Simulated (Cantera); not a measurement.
A closed system holds: 1 mol FeCl3, 0.54 mol HCl, 1 mol N2, 0.039 mol O2, at 100000 Pa.

Method: chemical equilibrium by Gibbs-energy minimisation in Cantera with the NASA 1993 tables (ideal gas, pure condensed phases). Candidate condensed phases: Fe, FeCl2, FeCl3, FeO, Fe(OH)2, Fe(OH)3, Fe2O3, Fe3O4, H2O, NH4Cl; 37 gas species. Rates play no part.

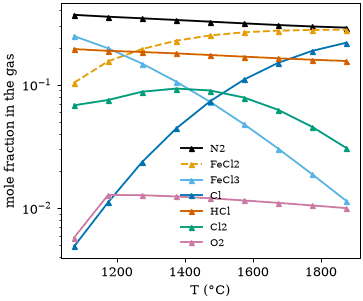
*Equilibrium gas composition (values under 1e-9 drawn at 1e-9)*

Q: Read off the mole fractions at 1075 °C.

A: N2 about 0.37, FeCl3 about 0.25, HCl about 0.19, FeCl2 about 0.10, Cl2 about 0.068, O2 about 0.0058, Cl about 0.0049.
